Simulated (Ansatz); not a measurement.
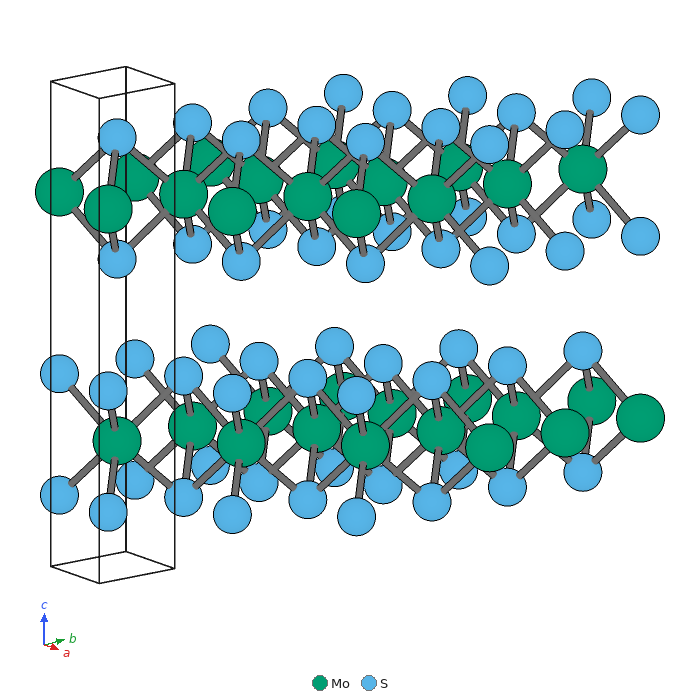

The compound is MoS₂ (space group P6_3/mmc, No. 194), taken as coordinates from a relaxation with Ansatz, DFT, r2SCAN+rVV10, plane waves, PAW.

Bonds are taken as Mo–S below 2.7 Å; no other contact counts. Atoms with one bond or none are removed and atoms with two bonds are replaced by edges, until no such atom is left.

> What kind of net remains, and which atoms are its nodes?

A binodal (3,6)-connected, two-periodic (layers) net: S is a 3-connected node; Mo is a 6-connected node, in the ratio 2:1.

> Which named net is it?

It is the net of the trigonal-prismatic layers of 2H-MoS2.

> How do the layers lie?

The layers lie parallel to (001).

> Give the first four terms of the coordination sequence (nodes one, two, three … edges away).

S: 3, 13, 9, 24; Mo: 6, 6, 18, 12.

The simplified net, drawn on the atoms' positions. Nodes are coloured by element. One layer is drawn. Short stubs are edges that leave the cut-out.

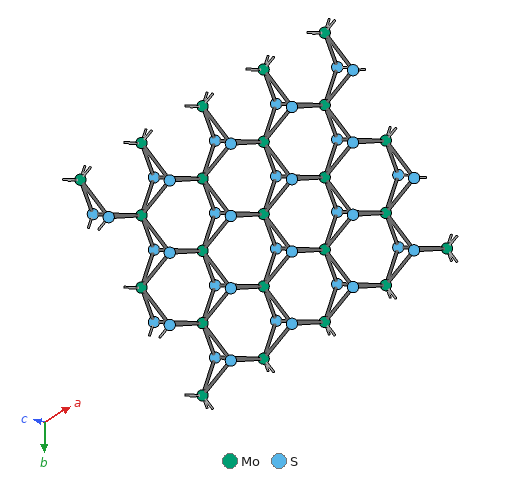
